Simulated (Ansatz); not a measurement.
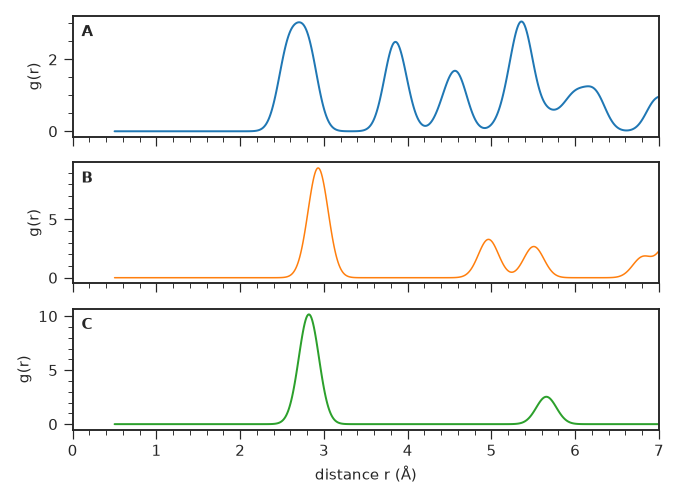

Calculated partial radial distribution functions of Li₆Ag, each distance broadened by a Gaussian of σ = 0.12 Å. It is based on the geometry relaxed with Ansatz, DFT PBE, scalar-relativistic, plane waves, PAW; the starting structure was generated, so it need not be a known form of this composition.

```
CELL_PARAMETERS angstrom
7.90762 0.00000 0.00000
-3.95381 6.84820 0.00000
0.00000 0.00000 2.83001
ATOMIC_POSITIONS crystal
Li 0.00000 0.32656 0.50000
Li 0.67344 0.67344 0.50000
Li 0.32656 0.00000 0.50000
Li 0.00000 0.67344 0.50000
Li 0.32656 0.32656 0.50000
Li 0.67344 0.00000 0.50000
Ag 0.00000 0.00000 0.00000
```

Assign each lettered curve to its atom pair.

panel A is Li–Li (first distance 2.58 Å); panel B is Li–Ag (first distance 2.94 Å); panel C is Ag–Ag (first distance 2.83 Å).

Tabulate the first and second shells, merging distances less than 0.12 Å apart and averaging over sites.

```json
{"pair": "Li–Li", "first shell (Å)": "2.58", "neighbours in it": "2 Li per Li", "second shell (Å)": "2.74–2.83", "neighbours in the second": "3"}
{"pair": "Li–Ag", "first shell (Å)": "2.94", "neighbours in it": "2 Ag per Li", "second shell (Å)": "4.97", "neighbours in the second": "2"}
{"pair": "Ag–Ag", "first shell (Å)": "2.83", "neighbours in it": "2 Ag per Ag", "second shell (Å)": "5.66", "neighbours in the second": "2"}
```
